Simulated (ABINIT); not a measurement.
# A GW run on H6PbCNCl3 (Pm) in ABINIT, with inputs changed

What do changed inputs do to GW on H6PbCNCl3 (Pm)?

Main program and level: ABINIT 10.8.3; LDA and many-body steps on it, plane waves.

## 1. The starting structure

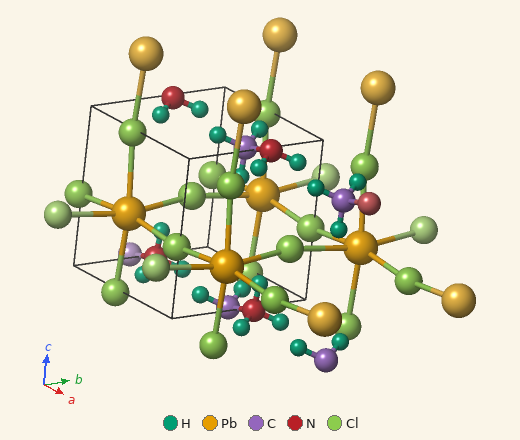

Start, viewed slightly off an axis; hydrogen teal, lead orange, carbon purple, nitrogen red, chlorine green. 2×1×1 cells are drawn. Some periodic images of atoms are drawn too.

The cell and positions are those that the Materials Project relaxed with its own functionals (PBE, PBE+U or r2SCAN), kept fixed. Spin-orbit coupling is left out unless a step names it.

## 2. Screening, 2×2×2 mesh, 145 bands, screening to 108.8 eV

This step: ABINIT 10.8.3; RPA screening on LDA, plane waves, norm-conserving pseudopotentials.

The RPA dielectric matrix is built and inverted for each q.

Input file run.abi:

```
acell 3*1.0 Angstrom
rprim 
  5.752832000000 0.000000000000 0.000000000000
  0.000000000000 5.764671000000 0.000000000000
  -0.002604000000 0.000000000000 5.855201000000
ntypat 5
znucl 1 82 6 7 17
natom 12
typat 1 1 1 1 1 1 2 3 4 5 5 5
xred 
  0.879476000000 0.500000000000 0.790423000000
  0.813252000000 0.344072000000 0.047387000000
  0.813252000000 0.655928000000 0.047387000000
  0.229661000000 0.354316000000 0.978538000000
  0.229661000000 0.645684000000 0.978538000000
  0.170957000000 0.500000000000 0.216412000000
  0.473988000000 0.000000000000 0.483874000000
  0.894268000000 0.500000000000 0.976848000000
  0.144932000000 0.500000000000 0.040731000000
  0.427891000000 0.000000000000 0.975558000000
  0.429192000000 0.500000000000 0.520036000000
  0.971826000000 0.000000000000 0.439660000000
pp_dirpath "pseudos"
pseudos "H.upf, Pb.upf, C.upf, N.upf, Cl.upf"
ecut 37
ngkpt 2 2 2
nshiftk 1
shiftk 0 0 0
kptopt 1
chksymbreak 0
istwfk *1
occopt 1
irdwfk 1
optdriver 3
nband 145
ecuteps 4
inclvkb 2
awtr 1
symchi 1
indata_prefix "in"
outdata_prefix "out"
tmpdata_prefix "tmp"
```

Run with:

```sh
$ OMP_NUM_THREADS=1 mpirun -n 8 abinit run.abi > log
```

Log:

```text
.Version 10.8.3 of ABINIT. v10.8.2 released Aug 2026.

 Symmetries : space group Pm (#  6); Bravais mP (primitive monocl.)
[... echo of the input left out ...]
== DATASET  1 ==================================================================
-   mpi_nproc: 8, omp_nthreads: 1 (-1 if OMP is not activated)

--- !DatasetInfo
iteration_state: {dtset: 1, }
dimensions: {natom: 12, nkpt: 8, mband: 145, nsppol: 1, nspinor: 1, nspden: 1, mpw: 14134, }
cutoff_energies: {ecut:  37.0, pawecutdg:  -1.0, }
electrons: {nelect:   5.00000000E+01, charge:   0.00000000E+00, occopt:   1.00000000E+00, tsmear:   1.00000000E-02, }

 SCREENING: Calculation of the susceptibility and dielectric matrices

 Based on a program developped by R.W. Godby, V. Olevano, G. Onida, and L. Reining.
 Incorporated in ABINIT by V. Olevano, G.-M. Rignanese, and M. Torrent.
.Using double precision arithmetic ; gwpc =  8

[... cell and pseudopotentials left out ...]
--------------------------------------------------------------------------------

 ==== K-mesh for the wavefunctions ====
 Number of points in the irreducible wedge :     8
[... list of points left out ...]
 Together with  2 symmetry operations and time-reversal symmetry
 yields     8 points in the full Brillouin Zone.

 ==== Q-mesh for the screening function ====
 Number of points in the irreducible wedge :     8
[... list of points left out ...]
 Together with  2 symmetry operations and time-reversal symmetry
 yields     8 points in the full Brillouin Zone.

 setmesh: FFT mesh size selected  =    40x   40x   45
          total number of points  =        72000

 vcoul_init : cutoff-mode = AUXILIARY_FUNCTION
 q-points for optical limit:   1
     1)      0.000010    0.000020    0.000030

- screening: taking advantage of time-reversal symmetry
- Maximum band index for partially occupied states nbvw = 25
- Remaining bands to be divided among processors   nbcw = 120
- Number of bands treated by each node ~15

 Number of electrons calculated from density =   50.0000; Expected =   50.0000
 average of density, n =  0.038157
 r_s =    1.8427
 omega_plasma =   18.8427 [eV]

 calculating chi0 at frequencies [eV] :
  1    0.000000E+00    0.000000E+00
  2    0.000000E+00    1.884271E+01

--------------------------------------------------------------------------------
  q-point number  1        q = ( 0.000000, 0.000000, 0.000000) [r.l.u.]
--------------------------------------------------------------------------------
[... chi0 elements left out ...]
 For q-point:  0.000010 0.000020 0.000030
  dielectric constant =   5.0909
  dielectric constant without local fields =   5.8798

  Average fulfillment of the sum rule on Im[epsilon] for q-point    1 :     62.55  [%]
[... wings left out ...]
  q-point number  2        q = ( 0.500000, 0.000000, 0.000000) [r.l.u.]
--------------------------------------------------------------------------------
[... chi0 elements left out ...]
  Average fulfillment of the sum rule on Im[epsilon] for q-point    2 :     70.53  [%]

 [... 6 further q-points ...]
```

The job ended after 94 s (8 MPI ranks of Arm Neoverse V2, shared host; peak memory 5.4 GiB; 13 min of CPU time).

Numbers from this step:

* ε∞ with local fields, on this mesh, along the program's q direction: 5.091
* the same without local fields: 5.880
* plasma frequency: 18.84 eV
* plane waves in the screening matrix: 485

Local fields lower ε∞ by 13 %. On a Γ-centred mesh this coarse the value itself is usually too large, while a short band sum pulls it down.

## 3. Base

The self-energy is evaluated for the states that the input lists, and the levels follow from it, in one-shot runs by the linearised quasiparticle equation.

This step: G0W0 on LDA, plane waves, norm-conserving pseudopotentials.

run.abi, as its differences from that of step 2:

```diff
@@ -33,8 +33,17 @@
 irdwfk 1
-optdriver 3
+optdriver 4
 nband 145
+gwcalctyp 0
+ecutsigx 37
+symsigma 1
+nkptgw 2
+kptgw 
+  0.5000000000 0.5000000000 0.5000000000
+  0.0000000000 0.0000000000 0.0000000000
+bdgw 
+  24 27
+  24 27
 ecuteps 4
-inclvkb 2
-awtr 1
-symchi 1
+irdscr 1
+ppmodel 1
 indata_prefix "in"
```

Log:

```text
.Version 10.8.3 of ABINIT. v10.8.2 released Aug 2026.

 Symmetries : space group Pm (#  6); Bravais mP (primitive monocl.)
[... echo of the input left out ...]
== DATASET  1 ==================================================================
-   mpi_nproc: 8, omp_nthreads: 1 (-1 if OMP is not activated)

--- !DatasetInfo
iteration_state: {dtset: 1, }
dimensions: {natom: 12, nkpt: 8, mband: 145, nsppol: 1, nspinor: 1, nspden: 1, mpw: 14134, }
cutoff_energies: {ecut:  37.0, pawecutdg:  -1.0, }
electrons: {nelect:   5.00000000E+01, charge:   0.00000000E+00, occopt:   1.00000000E+00, tsmear:   1.00000000E-02, }

 SIGMA: Calculation of the GW corrections

 Based on a program developped by R.W. Godby, V. Olevano, G. Onida, and L. Reining.
 Incorporated in ABINIT by V. Olevano, G.-M. Rignanese, and M. Torrent.
.Using double precision arithmetic ; gwpc =  8

[... cell and pseudopotentials left out ...]
--------------------------------------------------------------------------------

 ==== K-mesh for the wavefunctions ====
 Number of points in the irreducible wedge :     8
[... list of points left out ...]
 Together with  2 symmetry operations and time-reversal symmetry
 yields     8 points in the full Brillouin Zone.

 ==== Q-mesh for screening function ====
 Number of points in the irreducible wedge :     8
[... list of points left out ...]
 Together with  2 symmetry operations and time-reversal symmetry
 yields     8 points in the full Brillouin Zone.

 vcoul_init : cutoff-mode = AUXILIARY_FUNCTION
 q-points for optical limit:   1
     1)      0.000010    0.000020    0.000030
 setmesh: FFT mesh size selected  =    60x   60x   64
          total number of points  =       230400

 Number of electrons calculated from density =   50.0000; Expected =   50.0000
 average of density, n =  0.038157
 r_s =    1.8427
 omega_plasma =   18.8427 [eV]

 === KS Band Gaps ===
  >>>> For spin  1
   Minimum direct gap =   2.3818 [eV], located at k-point      :   0.5000  0.5000  0.5000
   Fundamental gap    =   2.3818 [eV], Top of valence bands at :   0.5000  0.5000  0.5000
                                       Bottom of conduction at :   0.5000  0.5000  0.5000
 SIGMA fundamental parameters:
 PLASMON POLE MODEL  1
 number of plane-waves for SigmaX                14083
 number of plane-waves for SigmaC and W            485
 number of plane-waves for wavefunctions         14083
 number of bands                                   145
 number of independent spin polarizations            1
 number of spinorial components                      1
 number of k-points in IBZ                           8
 number of q-points in IBZ                           8
 number of symmetry operations                       2
 number of k-points in BZ                            8
 number of q-points in BZ                            8
 number of frequencies for dSigma/dE                 9
 frequency step for dSigma/dE [eV]                0.25
 number of omega for Sigma on real axis              0
 max omega for Sigma on real axis  [eV]           0.00
 zcut for avoiding poles [eV]                     0.10

 EPSILON^-1 parameters (SCR file):
 dimension of the eps^-1 matrix on file            485
 dimension of the eps^-1 matrix used               485
 number of plane-waves for wavefunctions         14083
 number of bands                                   145
 number of q-points in IBZ                           8
 number of frequencies                               2
 number of real frequencies                          1
 number of imag frequencies                          1

 matrix elements of self-energy operator (all in [eV])

 Perturbative Calculation

--- !SelfEnergy_ee
iteration_state: {dtset: 1, }
kpoint     : [   0.500,    0.500,    0.500, ]
spin       : 1
KS_gap     :    2.382
QP_gap     :    3.927
Delta_QP_KS:    1.545
data: !SigmaeeData |
     Band     E0 <VxcDFT>   SigX SigC(E0)      Z dSigC/dE  Sig(E)    E-E0       E
       24  -1.408 -13.913 -18.255   3.125   0.769  -0.301 -14.848  -0.935  -2.344
       25  -0.282 -14.758 -17.481   1.946   0.788  -0.269 -15.370  -0.612  -0.894
       26   2.100 -10.321  -6.645  -2.536   0.818  -0.222  -9.388   0.933   3.033
       27   2.122 -10.260  -6.555  -2.548   0.820  -0.220  -9.312   0.948   3.070

--- !SelfEnergy_ee
iteration_state: {dtset: 1, }
kpoint     : [   0.000,    0.000,    0.000, ]
spin       : 1
KS_gap     :    5.552
QP_gap     :    7.554
Delta_QP_KS:    2.002
data: !SigmaeeData |
     Band     E0 <VxcDFT>   SigX SigC(E0)      Z dSigC/dE  Sig(E)    E-E0       E
       24  -1.589 -13.641 -18.013   3.150   0.767  -0.304 -14.578  -0.937  -2.526
       25  -1.562 -13.652 -18.010   3.140   0.767  -0.304 -14.587  -0.935  -2.497
       26   3.990  -7.968  -3.630  -3.067   0.840  -0.191  -6.901   1.067   5.057
       27   5.040 -11.053  -6.932  -2.879   0.803  -0.245 -10.055   0.997   6.037

== END DATASET(S) ==============================================================
================================================================================

 -outvars: echo values of variables after computation  --------
           etotal      0.0000000000E+00
            nband         145
             nkpt           8
          spgroup           6
 [... the other variables as echoed above ...]

 Calculation completed.
```

Wall time 17 s (8 MPI ranks); peak memory 3.3 GiB.

Numbers from this step:

| Property | Result |
| --- | --- |
| G0W0 gap on the points computed | 3.927 eV |
| starting gap on the mesh | 2.382 eV |
| k of the valence top | 0.5, 0.5, 0.5 |
| k of the conduction bottom | 0.5, 0.5, 0.5 |
| Z at the valence top | 0.788 |
| Z at the conduction bottom | 0.818 |
| least direct G0W0 gap on the computed points | 3.927 eV |

The gap on the mesh goes from 2.38 eV to 3.93 eV, a correction of +1.55 eV.

## 4. Smaller part of the screening matrix

run.abi, as its differences from that of step 3:

```diff
@@ -45,3 +45,3 @@
   24 27
-ecuteps 4
+ecuteps 2
 irdscr 1
```

Log:

```text
.Version 10.8.3 of ABINIT. v10.8.2 released Aug 2026.

 Symmetries : space group Pm (#  6); Bravais mP (primitive monocl.)
[... echo of the input left out ...]
== DATASET  1 ==================================================================
-   mpi_nproc: 8, omp_nthreads: 1 (-1 if OMP is not activated)

--- !DatasetInfo
iteration_state: {dtset: 1, }
dimensions: {natom: 12, nkpt: 8, mband: 145, nsppol: 1, nspinor: 1, nspden: 1, mpw: 14134, }
cutoff_energies: {ecut:  37.0, pawecutdg:  -1.0, }
electrons: {nelect:   5.00000000E+01, charge:   0.00000000E+00, occopt:   1.00000000E+00, tsmear:   1.00000000E-02, }

 SIGMA: Calculation of the GW corrections

 Based on a program developped by R.W. Godby, V. Olevano, G. Onida, and L. Reining.
 Incorporated in ABINIT by V. Olevano, G.-M. Rignanese, and M. Torrent.
.Using double precision arithmetic ; gwpc =  8

[... cell and pseudopotentials left out ...]
--------------------------------------------------------------------------------

 ==== K-mesh for the wavefunctions ====
 Number of points in the irreducible wedge :     8
[... list of points left out ...]
 Together with  2 symmetry operations and time-reversal symmetry
 yields     8 points in the full Brillouin Zone.

 ==== Q-mesh for screening function ====
 Number of points in the irreducible wedge :     8
[... list of points left out ...]
 Together with  2 symmetry operations and time-reversal symmetry
 yields     8 points in the full Brillouin Zone.

 vcoul_init : cutoff-mode = AUXILIARY_FUNCTION
 q-points for optical limit:   1
     1)      0.000010    0.000020    0.000030
 setmesh: FFT mesh size selected  =    60x   60x   64
          total number of points  =       230400

 Number of electrons calculated from density =   50.0000; Expected =   50.0000
[...]
number of omega for Sigma on real axis              0
 max omega for Sigma on real axis  [eV]           0.00
 zcut for avoiding poles [eV]                     0.10

 EPSILON^-1 parameters (SCR file):
 dimension of the eps^-1 matrix on file            485
 dimension of the eps^-1 matrix used               179
 number of plane-waves for wavefunctions         14083
 number of bands                                   145
 number of q-points in IBZ                           8
 number of frequencies                               2
 number of real frequencies                          1
 number of imag frequencies                          1

 matrix elements of self-energy operator (all in [eV])

 Perturbative Calculation

--- !SelfEnergy_ee
iteration_state: {dtset: 1, }
kpoint     : [   0.500,    0.500,    0.500, ]
spin       : 1
KS_gap     :    2.382
QP_gap     :    3.845
Delta_QP_KS:    1.463
data: !SigmaeeData |
     Band     E0 <VxcDFT>   SigX SigC(E0)      Z dSigC/dE  Sig(E)    E-E0       E
       24  -1.408 -13.913 -18.255   3.154   0.777  -0.287 -14.836  -0.923  -2.332
       25  -0.282 -14.758 -17.481   2.011   0.796  -0.256 -15.325  -0.566  -0.848
       26   2.100 -10.321  -6.645  -2.583   0.820  -0.219  -9.424   0.897   2.997
[...]
--- !SelfEnergy_ee
iteration_state: {dtset: 1, }
kpoint     : [   0.000,    0.000,    0.000, ]
spin       : 1
KS_gap     :    5.552
QP_gap     :    7.514
Delta_QP_KS:    1.961
data: !SigmaeeData |
     Band     E0 <VxcDFT>   SigX SigC(E0)      Z dSigC/dE  Sig(E)    E-E0       E
[...]
26   3.990  -7.968  -3.630  -3.110   0.842  -0.187  -6.934   1.035   5.025
       27   5.040 -11.053  -6.932  -2.877   0.807  -0.239 -10.049   1.003   6.043

== END DATASET(S) ==============================================================
================================================================================

 -outvars: echo values of variables after computation  --------
           etotal      0.0000000000E+00
            nband         145
             nkpt           8
          spgroup           6
 [... the other variables as echoed above ...]

 Calculation completed.
```

Wall time 7.2 s (8 MPI ranks); peak memory 2.3 GiB.

This step gave:

* G0W0 gap on the points computed: 3.845 eV
* starting gap on the mesh: 2.382 eV
* k of the valence top: 0.5, 0.5, 0.5
* k of the conduction bottom: 0.5, 0.5, 0.5
* Z at the valence top: 0.796
* Z at the conduction bottom: 0.82
* least direct G0W0 gap on the computed points: 3.845 eV

## 5. Scissors in G

run.abi, as its differences from that of step 4:

```diff
@@ -45,5 +45,6 @@
   24 27
-ecuteps 2
+ecuteps 4
 irdscr 1
 ppmodel 1
+mbpt_sciss 1.0 eV
 indata_prefix "in"
```

Log:

```text
.Version 10.8.3 of ABINIT. v10.8.2 released Aug 2026.

 Symmetries : space group Pm (#  6); Bravais mP (primitive monocl.)
[... echo of the input left out ...]
== DATASET  1 ==================================================================
-   mpi_nproc: 8, omp_nthreads: 1 (-1 if OMP is not activated)

--- !DatasetInfo
iteration_state: {dtset: 1, }
dimensions: {natom: 12, nkpt: 8, mband: 145, nsppol: 1, nspinor: 1, nspden: 1, mpw: 14134, }
cutoff_energies: {ecut:  37.0, pawecutdg:  -1.0, }
electrons: {nelect:   5.00000000E+01, charge:   0.00000000E+00, occopt:   1.00000000E+00, tsmear:   1.00000000E-02, }

 SIGMA: Calculation of the GW corrections

 Based on a program developped by R.W. Godby, V. Olevano, G. Onida, and L. Reining.
 Incorporated in ABINIT by V. Olevano, G.-M. Rignanese, and M. Torrent.
.Using double precision arithmetic ; gwpc =  8

[... cell and pseudopotentials left out ...]
--------------------------------------------------------------------------------

 ==== K-mesh for the wavefunctions ====
 Number of points in the irreducible wedge :     8
[... list of points left out ...]
 Together with  2 symmetry operations and time-reversal symmetry
 yields     8 points in the full Brillouin Zone.

 ==== Q-mesh for screening function ====
 Number of points in the irreducible wedge :     8
[... list of points left out ...]
 Together with  2 symmetry operations and time-reversal symmetry
 yields     8 points in the full Brillouin Zone.

 vcoul_init : cutoff-mode = AUXILIARY_FUNCTION
 q-points for optical limit:   1
     1)      0.000010    0.000020    0.000030
 setmesh: FFT mesh size selected  =    60x   60x   64
          total number of points  =       230400

 Number of electrons calculated from density =   50.0000; Expected =   50.0000
[...]
max omega for Sigma on real axis  [eV]           0.00
 zcut for avoiding poles [eV]                     0.10
 scissor energy [eV]                              1.00

 EPSILON^-1 parameters (SCR file):
 dimension of the eps^-1 matrix on file            485
 dimension of the eps^-1 matrix used               485
 number of plane-waves for wavefunctions         14083
 number of bands                                   145
 number of q-points in IBZ                           8
 number of frequencies                               2
 number of real frequencies                          1
 number of imag frequencies                          1

 matrix elements of self-energy operator (all in [eV])

 Perturbative Calculation

--- !SelfEnergy_ee
iteration_state: {dtset: 1, }
kpoint     : [   0.500,    0.500,    0.500, ]
spin       : 1
KS_gap     :    2.382
QP_gap     :    4.033
Delta_QP_KS:    1.651
data: !SigmaeeData |
     Band     E0 <VxcDFT>   SigX SigC(E0)      Z dSigC/dE  Sig(E)    E-E0       E
       24  -1.408 -13.913 -18.255   3.169   0.770  -0.299 -14.816  -0.903  -2.312
       25  -0.282 -14.758 -17.481   2.006   0.790  -0.266 -15.325  -0.566  -0.848
       26   2.100 -10.321  -6.645  -2.574   0.820  -0.219  -9.237   1.085   3.185
[...]
--- !SelfEnergy_ee
iteration_state: {dtset: 1, }
kpoint     : [   0.000,    0.000,    0.000, ]
spin       : 1
KS_gap     :    5.552
QP_gap     :    7.670
Delta_QP_KS:    2.118
data: !SigmaeeData |
     Band     E0 <VxcDFT>   SigX SigC(E0)      Z dSigC/dE  Sig(E)    E-E0       E
[...]
26   3.990  -7.968  -3.630  -3.082   0.840  -0.190  -6.753   1.215   5.205
       27   5.040 -11.053  -6.932  -2.913   0.805  -0.243  -9.886   1.167   6.207

== END DATASET(S) ==============================================================
================================================================================

 -outvars: echo values of variables after computation  --------
           etotal      0.0000000000E+00
            nband         145
             nkpt           8
          spgroup           6
 [... the other variables as echoed above ...]

 Calculation completed.
```

Elapsed: 17 s, on 8 MPI ranks; peak memory 3.3 GiB; 2.2 min of CPU time.

Numbers from this step:

```yaml
g0w0_gap_on_the_points_computed: 4.033 eV
starting_gap_on_the_mesh: 2.382 eV
k_of_the_valence_top: 0.5, 0.5, 0.5
k_of_the_conduction_bottom: 0.5, 0.5, 0.5
z_at_the_valence_top: 0.79
z_at_the_conduction_bottom: 0.82
least_direct_g0w0_gap_on_the_computed_points: 4.033 eV
```

(Continued in part 2 of 2.)

[Paths, hosts, dates, memory and timing lines, banners, echoed tables and standing remarks are left out of the program output.]

[Logs are printed without paths, hosts, clocks, repeated set-up lines and the standing remarks that a program may print on its own settings, such as how far it seeks lower states.]

[Runs of the session that timed out or met a known fault of the program may be left out.]

[Hosts, paths, dates, database ids (printed as entryN), source tags and the programs' standing remarks are cut or masked in the printed files.]

[G0W0 gaps are taken among the corrected bands and points alone; a level outside them can change the order at an edge.]

[Where Ansatz stands beside ABINIT at settings called matched, ABINIT's density can come from a denser mesh and the files from another edition; pairs whose starting gaps differed by over 0.03 eV were left out, so agreement reads better than it is.]
